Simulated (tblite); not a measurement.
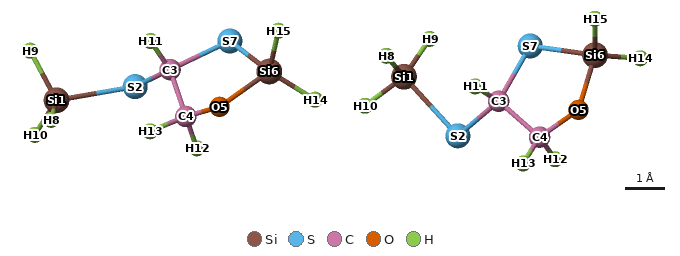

Two geometries of C$_{2}$H$_{8}$OS$_{2}$Si$_{2}$, drawn at one scale. One is the start of a relaxation, the other its converged end. A ball-and-stick model, seen at a tilt.

Level of theory: tblite 0.8.0, GFN2-xTB geometry optimisation, gas phase. 

Question: Which geometry has the lower energy?

Answer: The right one is the relaxed one. The largest move after the best rigid fit is that of H9, 1.86 Å. By element the largest moves are H 1.86 Å, S 1.56 Å, C 0.96 Å, Si 0.67 Å, O 0.54 Å. Near-neighbour distances that change, for instance: O5–Si6 1.698 → 1.624 Å, C4–H13 1.141 → 1.094 Å, C3–C4 1.476 → 1.522 Å, Si6–H15 1.483 → 1.449 Å. Among the angles between lasting bonds that change: Si1–S2–C3 111.2° → 100.1°, S2–Si1–H10 109.9° → 101.5°, S2–C3–S7 105.7° → 113.5°. Groups turn about S2–C3 by about 100°. Over 179 geometry steps the energy falls by 53.9 kJ/mol.
